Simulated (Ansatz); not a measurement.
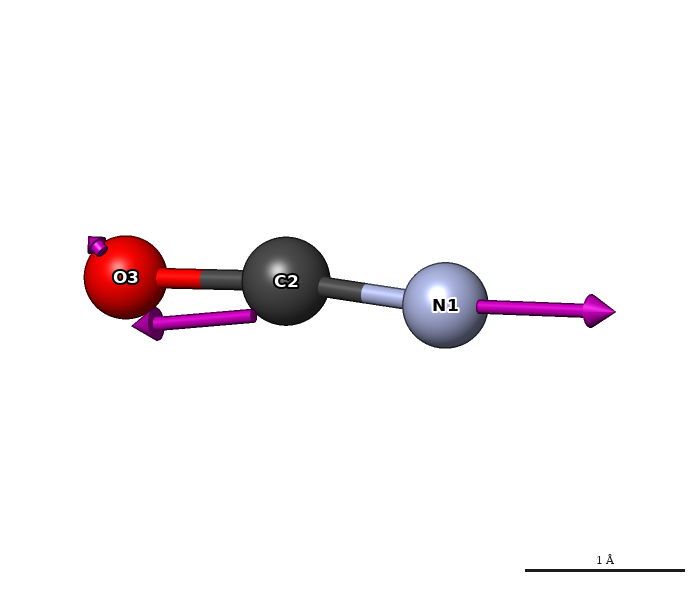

Arrows show the forces on the atoms, 0.3 Å of arrow for 1 eV/Å; forces under a tenth of the largest aren't drawn. The species is neutral and a spin doublet. Level of theory: UHF/def2-SVP (Ansatz).

**On which atom is the force largest, and how large is it?**

On N1: 3.31 eV/Å.

**Which bond do the forces act along most?**

N1–C2, now 1.171 Å: the forces push its atoms apart, so a first step downhill lengthens it.

List the force components in the frame of the picture (x right, y up, z towards the viewer), in eV/Å.

| atom | Fx | Fy | Fz |
| --- | --- | --- | --- |
| N1 | 2.89 | −0.11 | 1.63 |
| C2 | −2.58 | −0.22 | −1.43 |
| O3 | −0.30 | 0.33 | −0.20 |
